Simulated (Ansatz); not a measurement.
# GeTe (SMILES [Ge][Te]) at B3LYP/STO-3G

Aim: the energy change on altering one bond length of GeTe at B3LYP/STO-3G, from 2 runs. 

Program for the calculation: Ansatz 0.2.0.

73 further runs of the same task are left out: 41 that didn't finish, 32 set aside as unsound or not needed.

## Step 1: The structure to begin with

The species is GeTe (2 atoms), meant as a singlet with charge 0. SMILES: `[Ge][Te]`. The bond length is the measured one.

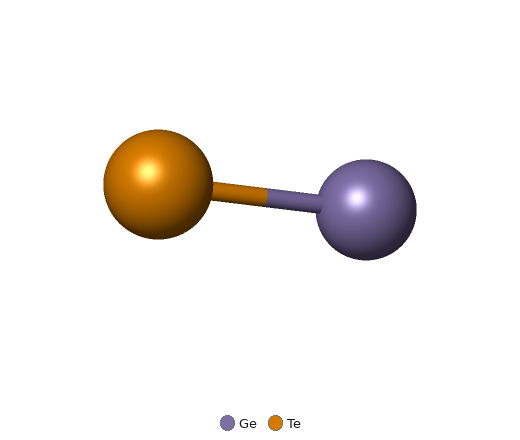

The structure, seen from a chosen angle (germanium purple, tellurium orange).

## Step 2: The energy at B3LYP/STO-3G

File molecule.yaml:

```yaml
crystal:
  periodic: [false, false, false]
  atoms:
    - {symbol: Ge, position_ang: [0.000000, 0.000000, 0.000000]}
    - {symbol: Te, position_ang: [0.000000, 0.000000, 2.340165]}
basis:
  gaussian: {orbitals: STO-3G}
accuracy: high
hamiltonian: {xc: {name: B3LYP}}
```

Launch:

```sh
$ ansatz run molecule.yaml --threads 1 --pin off --max-ram 2610MiB --events-out events.jsonl --progress --plain --runs-dir runs
```

Output:

```text
Warning: RAYON_NUM_THREADS=1 ignored (pool sized by the plan → 1); use --threads N
Functional definition: B3LYP
  name "B3LYP"
  parameter a0 = 0.2
  parameter ax = 0.72
  parameter ac = 0.81
  exchange = (1 - a0 - ax)*slater_x + ax*b88_x + a0*exact_x
  correlation = (1 - ac)*vwn_rpa_c + ac*lyp_c
564 factors; integrals over basis functions are off by at most 4.8e-9 eV
mean field evaluation 1: about -233968.3626 eV, gradient 2.0e2 eV
mean field evaluation 2: about -233991.2762 eV, gradient 6.9e1 eV
mean field evaluation 4: about -234056.8683 eV, gradient 4.0e1 eV
mean field evaluation 8: about -234079.3059 eV, gradient 6.3e0 eV
mean field evaluation 16: about -234079.5314 eV, gradient 8.7e-5 eV
mean field -234079.53141836 eV, -8602.2641148197 hartree, gradient 6.8e-8 eV, S^2 0.000000; 0 other end points of the search recorded, 0 dependent functions left out
reference -234079.53144522 eV, -8602.2641158067 hartree; 42, 42 occupied and 3, 3 virtual orbitals, 564 factors
Total energy: -234079.53144522 eV, -8602.2641158067 hartree
```

Run time: 2.1 s. Hardware: 1 thread of Arm Neoverse V1, shared host; peak memory 0.13 GiB.

## Step 3: The distorted shape

File run.yaml:

```yaml
crystal:
  periodic: [false, false, false]
  atoms:
    - symbol: Ge
      position_ang: [0.000000, 0.000000, -0.585035]
    - symbol: Te
      position_ang: [0.000000, 0.000000, 2.340165]
basis:
  gaussian:
    orbitals: STO-3G
hamiltonian:
  xc: {name: B3LYP}
accuracy: high
```

Launch:

```sh
$ ansatz run run.yaml --threads 1 --pin off --max-ram 2610MiB --events-out events.jsonl --progress --plain --runs-dir runs
```

Output, shortened:

```text
Warning: RAYON_NUM_THREADS=1 ignored (pool sized by the plan → 1); use --threads N
[... 7 set-up lines as earlier in the session ...]
546 factors; integrals over basis functions are off by at most 5.3e-9 eV
mean field evaluation 1: about -233884.7113 eV, gradient 9.8e1 eV
mean field evaluation 2: about -233967.8666 eV, gradient 4.1e1 eV
mean field evaluation 4: about -234067.3549 eV, gradient 2.5e1 eV
mean field evaluation 8: about -234067.3540 eV, gradient 2.5e1 eV
mean field evaluation 16: about -234076.7665 eV, gradient 3.1e-2 eV
mean field evaluation 32: about -234039.9442 eV, gradient 3.0e0 eV
mean field -234076.76648719 eV, -8602.1625054734 hartree, gradient 1.0e-8 eV, S^2 0.000000; 5 other end points of the search recorded, 0 dependent functions left out
reference -234076.76651527 eV, -8602.1625065054 hartree; 42, 42 occupied and 3, 3 virtual orbitals, 546 factors
Total energy: -234076.76651527 eV, -8602.1625065054 hartree
```

Run time: 5.7 s. Hardware: 1 thread of Arm Neoverse V1, shared host; peak memory 0.13 GiB.

## Step 4: What came out

At B3LYP/STO-3G:

| quantity | value |
| --- | --- |
| first shape: total energy | -8602.26412 Eh |
| distorted shape: total energy | -8602.16251 Eh |
| energy change with the Ge1–Te2 bond stretched from 2.340 to 2.925 Å | 2.765 eV |

In words: With the Ge1–Te2 bond stretched from 2.340 to 2.925 Å the energy rises by 2.76 eV (267 kJ/mol). The first shape isn't relaxed at this level, so the change isn't measured from a minimum. The minimal basis adds a large error of its own. Relativity is left out (first shape) although the molecule holds a heavy atom. Relativity is left out (distorted shape) although the molecule holds a heavy atom.
